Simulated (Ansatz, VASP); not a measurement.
**Mg2Sn3C in two plane-wave programs**

One calculation is typed for both programs; each brings its own data sets and cutoff. How far apart do they land? The cell is invented: As first built, before any earlier steps moved the atoms: it takes the Mg5Ge structure with some of its atoms replaced by other elements, volume scaled by an estimate. It may not be a known or stable phase. The cell comes out of the VASP series on this material, whose earlier steps may have relaxed, scaled or displaced it; both programs get it as it stands.

Method: plane waves, with VASP 6.6.1 beside it; relaxation of cell and atoms at PBE, in Ansatz 0.2.0.

## 1. The structure

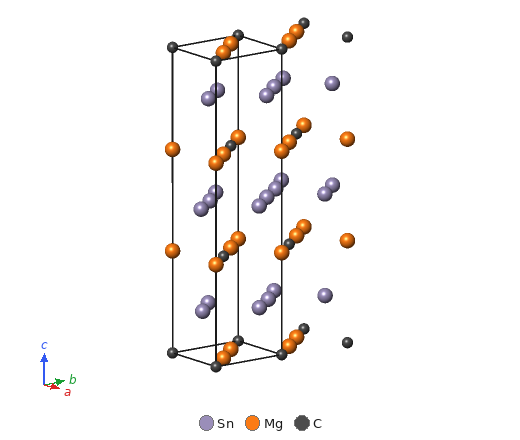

The starting structure, seen slightly off an axis (tin purple, magnesium orange, carbon dark grey). 1×2×1 cells are drawn. This picture shows the conventional cell, with its axes. Some periodic images of atoms are drawn too.

## 2. Ansatz: relaxation of cell and atoms, PBE

Ansatz runs on its default PAW (the set named soft_2) files.

The relaxed volume is the usual yardstick between codes: its relative difference is about their pressure difference at one cell divided by the bulk modulus.

input.yaml reads:

```yaml
crystal:
  lattice:
    - [2.7286307028, 1.57537524, 5.1036167495]
    - [-2.7286307028, 1.57537524, 5.1036167495]
    - [0.0, -3.1507514644, 5.1036167467]
  atoms:
    - { symbol: Sn, position: [0.5, 0.1563111564, 0.8436888436] }
    - { symbol: Sn, position: [0.1563111564, 0.8436888436, 0.5] }
    - { symbol: Sn, position: [0.8436888436, 0.5, 0.1563111564] }
    - { symbol: Mg, position: [0.6661174648, 0.6661174648, 0.6661174648] }
    - { symbol: Mg, position: [0.3338825352, 0.3338825352, 0.3338825352] }
    - { symbol: C, position: [0.0, 0.0, 0.0] }
hamiltonian:
  xc: pbe
  pseudopotentials: { kind: paw }
kpoints:
  mp_grid: { grid: [5, 5, 5] }
scf:
  occupations: { method: fermi_dirac, width: 0.05 }
relax:
  f_tol: 0.01
  max_steps: 60
  cell: { stress_tol: 0.05 }
output:
  forces: true
  stress: true
```

Command:

```sh
$ ansatz run input.yaml --threads 4 --pin off --max-ram 9216MiB --backend cpu --events-out ev --progress --plain --runs-dir out
```

Numbers of over 12 decimals in the logs are rounded to 6 here.

The program printed:

```text
Warning: crystal.lattice misses the space group found at crystal.symmetry.tolerance 1.0e-5 in a digit that the deck types, which is why this is a warning: making the lattice exact moves one of its numbers by a whole unit of that number's last typed decimal, or more. The operation that it misses by the most changes a squared length by the fraction 1.58e-7. The run uses the lattice that is a stretch of the typed one, w [...]
Engine: ansatz 0.2.0, x86_64-unknown-linux-gnu
Pseudopotentials: kind: paw
Pseudopotential: Sn, paw, valence charge 14, recommended cutoff 420 eV (normal), Sn.paw.azcp
Pseudopotential: Mg, paw, valence charge 10, recommended cutoff 420 eV (normal), Mg.paw.azcp
Pseudopotential: C, paw, valence charge 4, recommended cutoff 420 eV (normal), C.paw.azcp
Functional definition: PBE
  parameter kappa = 0.804
  parameter beta = 0.066725
  exchange = pbe_x(kappa = kappa, mu = beta*pi^2/3)
  correlation = pbe_c(beta = beta)
Crystal: 6 atoms, lattice volume = 131.631 Å³
Basis set: ecut = 420 eV, 2543 PW (Γ), exchange–correlation on 90×90×90 points (8 copies of the dense FFT grid, shifted against one another)
Bands: 40, of which v1, the nominal top of the filled ones, is band 33 counted from 1 (32 counted from 0)
Symmetry: 6 space group operations
Space group: R32 (ITA 155), of the structure as read, at distance tolerance 5.1e-5 Å
k-points: 19 of 125 (time reversal used)
Non-local potential: Sn, projectors of the file, l = 0: 2, l = 1: 2, l = 2: 2, l = 3: 2
Non-local potential: Mg, projectors of the file, l = 0: 3, l = 1: 2, l = 2: 1
Non-local potential: C, projectors of the file, l = 0: 2, l = 1: 2, l = 2: 1
PAW form: soft (Blöchl's): semilocal exchange-correlation on the pseudo side does not see the compensation charge
PAW one-centre angular grid: Sn, 590 points (default); XC on 64 Gauss nodes
PAW one-centre angular grid: Mg, 110 points (default); XC on 64 Gauss nodes
PAW one-centre angular grid: C, 110 points (default); XC on 64 Gauss nodes
Initial density: superposition of atomic densities (neutral atoms: chi_scale 0, normalization atom), corrected by the library's trained network
Initial wavefunctions: pseudopotential atomic-orbital guess
Functional: x = pbe(κ = 0.804, μ = 0.219515), c = pbe(β = 0.066725)
SCF iter   1: F=—  HF=-22166.106914 eV  |F-HF|=—  |Δ(HF+E_count)|=         —  Δρ=1.95e-3  dr2=6.40e-3  ethr=1.77e-3  ⟨swp⟩=7.9  Hψ=3375  notcnv=0  defer=1
preconditioner: auto → Kerker (q_TF=auto, 2.432 Å⁻¹)  [metal: Δε(μ)=0.048 eV  Ē_g=16.843 eV  σ=0.050 eV  W_gap=0.22  n_scr=26 (ndim 8)  ℏωp=22.9 eV  f_vac=0.000  D(μ)=4.39/eV (n_scr^D=32)]
SCF iter   2: F=—  HF=-22166.106831 eV  |F-HF|=—  |Δ(HF+E_count)|=   8.27e-5  Δρ=1.17e-3  dr2=2.63e-3  ethr=9.70e-6  ⟨swp⟩=2.0  Hψ=1261  notcnv=0  defer=2
SCF iter   3: F=—  HF=-22166.106711 eV  |F-HF|=—  |Δ(HF+E_count)|=   1.20e-4  Δρ=1.77e-4  dr2=8.04e-5  ethr=3.98e-6  ⟨swp⟩=2.0  Hψ=886  notcnv=0  defer=2
SCF iter   4: F=—  HF=-22166.106738 eV  |F-HF|=—  |Δ(HF+E_count)|=   2.70e-5  Δρ=6.90e-5  dr2=8.62e-6  ethr=1.22e-7  ⟨swp⟩=2.6  Hψ=1225  notcnv=0  defer=2
SCF iter   5: F=—  HF=-22166.106736 eV  |F-HF|=—  |Δ(HF+E_count)|=   1.91e-6  Δρ=1.73e-5  dr2=7.16e-7  ethr=1.31e-8  ⟨swp⟩=2.0  Hψ=1227  notcnv=0  defer=2
SCF iter   6: F=-22166.106736 eV  HF=-22166.106736 eV  |F-HF|=1.41e-8  |Δ(HF+E_count)|=   1.31e-7  Δρ=5.72e-6  dr2=5.20e-8  ethr=1.52e-10  ⟨swp⟩=5.1  Hψ=2756  notcnv=0
SCF 1 converged in 6 iterations: F = -22166.106736 eV  dr2 = 5.20e-8
  greatest PAW one-centre occupation: 1.000 electrons in one spin orbital (limit 2), on the Mg atom at site 4 (counted from 0), in its partial waves of l = 0
relax step   1: F+E_penalty+E_count = -22166.10673581 eV  Δ(F+E_penalty+E_count) = +0.000e0 eV  max|allowed force component| = 1.269e-1 eV/Å  Δτ_max = 0.0000 Å  P = +0.163 GPa  Ω = 131.631 Å³  (6 SCF iters, dr2 threshold 1.00e-7 eV, accepted)
[... from here on, the SCF cycles and remarks between the steps are left out ...]
relax step   2: F+E_penalty+E_count = -22166.28755581 eV  Δ(F+E_penalty+E_count) = -1.808e-1 eV  max|allowed force component| = 1.704e-1 eV/Å  Δτ_max = 0.0250 Å  P = -0.377 GPa  Ω = 132.016 Å³  energy of the carried Pulay correction = -1.288e-4 eV  (6 SCF iters, dr2 threshold 6.00e-7 eV, accepted)
relax step   3: F+E_penalty+E_count = -22166.39020116 eV  Δ(F+E_penalty+E_count) = -1.026e-1 eV  max|allowed force component| = 3.471e-1 eV/Å  Δτ_max = 0.0560 Å  P = +0.870 GPa  Ω = 129.219 Å³  energy of the carried Pulay correction = +8.162e-4 eV  (6 SCF iters, dr2 threshold 6.00e-7 eV, accepted)
relax step   4: F+E_penalty+E_count = -22166.50485145 eV  Δ(F+E_penalty+E_count) = -1.147e-1 eV  max|allowed force component| = 1.838e-1 eV/Å  Δτ_max = 0.0878 Å  P = +0.985 GPa  Ω = 128.923 Å³  energy of the carried Pulay correction = +9.178e-4 eV  (6 SCF iters, dr2 threshold 6.00e-7 eV, accepted)
relax step   5: F+E_penalty+E_count = -22166.68056510 eV  Δ(F+E_penalty+E_count) = -1.757e-1 eV  max|allowed force component| = 2.543e-1 eV/Å  Δτ_max = 0.1826 Å  P = -0.114 GPa  Ω = 131.889 Å³  energy of the carried Pulay correction = -8.627e-5 eV  (6 SCF iters, dr2 threshold 6.00e-7 eV, accepted)
relax step   6: F+E_penalty+E_count = -22166.98109685 eV  Δ(F+E_penalty+E_count) = -3.005e-1 eV  max|allowed force component| = 3.825e-1 eV/Å  Δτ_max = 0.1987 Å  P = +0.358 GPa  Ω = 130.547 Å³  energy of the carried Pulay correction = +3.651e-4 eV  (6 SCF iters, dr2 threshold 6.00e-7 eV, accepted)
relax step   7: F+E_penalty+E_count = -22167.16163149 eV  Δ(F+E_penalty+E_count) = -1.805e-1 eV  max|allowed force component| = 1.063e-1 eV/Å  Δτ_max = 0.1689 Å  P = +0.940 GPa  Ω = 128.409 Å³  energy of the carried Pulay correction = +1.094e-3 eV  (6 SCF iters, dr2 threshold 6.00e-7 eV, accepted)
relax step   8: F+E_penalty+E_count = -22167.16695377 eV  Δ(F+E_penalty+E_count) = -5.322e-3 eV  max|allowed force component| = 2.784e-2 eV/Å  Δτ_max = 0.0229 Å  P = -0.372 GPa  Ω = 131.283 Å³  energy of the carried Pulay correction = +1.168e-4 eV  (6 SCF iters, dr2 threshold 6.00e-7 eV, accepted)
relax step   9: F+E_penalty+E_count = -22167.16700531 eV  Δ(F+E_penalty+E_count) = -5.154e-5 eV  max|allowed force component| = 5.038e-2 eV/Å  Δτ_max = 0.0330 Å  P = -0.766 GPa  Ω = 132.091 Å³  energy of the carried Pulay correction = -1.542e-4 eV  (6 SCF iters, dr2 threshold 6.00e-7 eV, accepted)
relax step  10: F+E_penalty+E_count = -22167.17482712 eV  Δ(F+E_penalty+E_count) = -7.822e-3 eV  max|allowed force component| = 1.012e-2 eV/Å  Δτ_max = 0.0151 Å  P = -0.026 GPa  Ω = 130.432 Å³  energy of the carried Pulay correction = +4.039e-4 eV  (6 SCF iters, dr2 threshold 6.00e-7 eV, accepted)
relax step  11: F+E_penalty+E_count = -22167.17491825 eV  Δ(F+E_penalty+E_count) = -9.113e-5 eV  max|allowed force component| = 5.812e-3 eV/Å  Δτ_max = 0.0034 Å  P = +0.003 GPa  Ω = 130.363 Å³  energy of the carried Pulay correction = +4.274e-4 eV  (6 SCF iters, dr2 threshold 6.40e-9 eV, accepted)
relax step  12: F+E_penalty+E_count = -22167.22916717 eV  Δ(F+E_penalty+E_count) = -5.425e-2 eV  max|allowed force component| = 5.604e-3 eV/Å  Δτ_max = 0.0000 Å  P = +0.530 GPa  Ω = 130.363 Å³  stress off target by 8.10e-1 GPa  SCF on the basis re-selected at this cell (its energy is not comparable with the rows above)  (8 SCF iters)
relax step  13: F+E_penalty+E_count = -22167.23429131 eV  Δ(F+E_penalty+E_count) = -5.124e-3 eV  max|allowed force component| = 1.658e-3 eV/Å  Δτ_max = 0.0063 Å  P = +0.125 GPa  Ω = 131.461 Å³  energy of the carried Pulay correction = -4.020e-4 eV  (6 SCF iters, dr2 threshold 6.00e-7 eV, accepted)
relax step  14: F+E_penalty+E_count = -22167.23440655 eV  Δ(F+E_penalty+E_count) = -1.152e-4 eV  max|allowed force component| = 6.107e-3 eV/Å  Δτ_max = 0.0007 Å  P = -0.013 GPa  Ω = 131.833 Å³  energy of the carried Pulay correction = -5.378e-4 eV  (6 SCF iters, dr2 threshold 8.21e-8 eV, accepted)
relax step  15: F+E_penalty+E_count = -22167.23500966 eV  Δ(F+E_penalty+E_count) = -6.031e-4 eV  max|allowed force component| = 6.124e-3 eV/Å  Δτ_max = 0.0000 Å  P = -0.009 GPa  Ω = 131.833 Å³  stress off target by 1.53e-2 GPa  SCF on the basis re-selected at this cell (its energy is not comparable with the rows above)  (8 SCF iters)
basis re-selected at this cell: Δ(F+E_penalty+E_count) = -6.031e-4 eV, ΔP = +0.003 GPa vs the last step (what re-selecting the basis moved, of the pressure what is left beyond the Pulay correction that the steps carried, after the strain that the cell walked since its last selection, with what the two solves' SCF thresholds leave and, on support functions, any second-order correction that the steps lacked; it is no m [...]
SCF converged after 8 iterations
Free energy (F): -22167.235010 eV
Harris-Foulkes:  -22167.235010 eV  (|F-HF|=3.64e-12)
Internal energy: -22167.209944 eV  (E = F + TS)
E sigma→0 (E₀):  -22167.222477 eV
Entropy (-TS):   -0.025065 eV (-4.178 meV/atom)
Fermi energy:    9.151277 eV
--- Per-component energies (eV) ---
  E_band       = -947.251049
  E_kinetic    = 788.438588
  E_local      = -5832.376534  (includes V_loc(G=0)·N_el)
  E_nonlocal   = 122.267739
  E_hartree    = 2759.803509
  E_xc         = -1250.872510
  E_vxc        = -418.729285  (∫ρ·V_xc dr)
  E_paw        = -13091.325038  (= ΣΔE_a)
  E_vpaw       = -1126.458577  (= ΣTr[D̂ρ^β])
  E_aug_tail   = 0.000000  (compensation charges beyond the density's cutoff)
  E_ewald      = -5663.145699
  E_smearing   = -0.025065  (= −TS)
  E_closure    = -0.000000  (closes the sum)
  Σ components = -22167.235010   (vs F -22167.235010, Δ=0.00e0)
--- Forces (eV/Å), atoms counted from 1 ---
  atom   1  Sn    -0.00191975     0.00332510     0.00000000
  atom   2  Sn     0.00383950    -0.00000000     0.00000000
  atom   3  Sn    -0.00191975    -0.00332510    -0.00000000
  atom   4  Mg    -0.00000000    -0.00000000     0.00612351
  atom   5  Mg     0.00000000     0.00000000    -0.00612351
  atom   6  C     -0.00000000     0.00000000     0.00000000
  max |Σ_I F_I| component: 9.47e-17 eV/Å
--- Stress (GPa, compression-positive) ---
       -0.015325       0.000000      -0.000000
        0.000000      -0.015325      -0.000000
       -0.000000      -0.000000       0.002519
  P = ⅓ Tr σ = -0.0094 GPa (-0.094 kbar)
--- Relaxed structure (13 steps of the walk, 13 accepted, 2 SCFs on fresh bases) ---
  F+E_penalty+E_count = -22167.23500966 eV   max|allowed force component| = 6.124e-3 eV/Å   (the final SCF, on the basis selected at the relaxed cell)
  cell:  # Å, volume = 131.8331 Å³
    - [3.219279, 1.858652, 3.672117]
    - [-3.219279, 1.858652, 3.672117]
    - [0, -3.717304, 3.672117]
  atoms:
    - { symbol: Sn, position: [0.5, 0.074591, 0.925409] }
    - { symbol: Sn, position: [0.074591, 0.925409, 0.5] }
    - { symbol: Sn, position: [0.925409, 0.5, 0.074591] }
    - { symbol: Mg, position: [0.627299, 0.627299, 0.627299] }
    - { symbol: Mg, position: [0.372701, 0.372701, 0.372701] }
    - { symbol: C, position: [-1.948997995592643e-18, 1.4367495672768498e-19, -1.820285638762147e-18] }
```

Wall time 16 s (4 threads of Intel Xeon 6975P-C (Granite Rapids), shared host); peak memory 0.55 GiB; 60 s of CPU time.

(Part 1 of 2 ends here.)

[Lines on the potential files, build, host, timing and source positions are cut from VASP's logs without a mark.]

[Logs are printed without paths, hosts, clocks, repeated set-up lines and the standing remarks that a program may print on its own settings, such as how far it seeks lower states.]

[Hosts, paths, dates, database ids (printed as entryN), source tags and the programs' standing remarks are cut or masked in the printed files.]
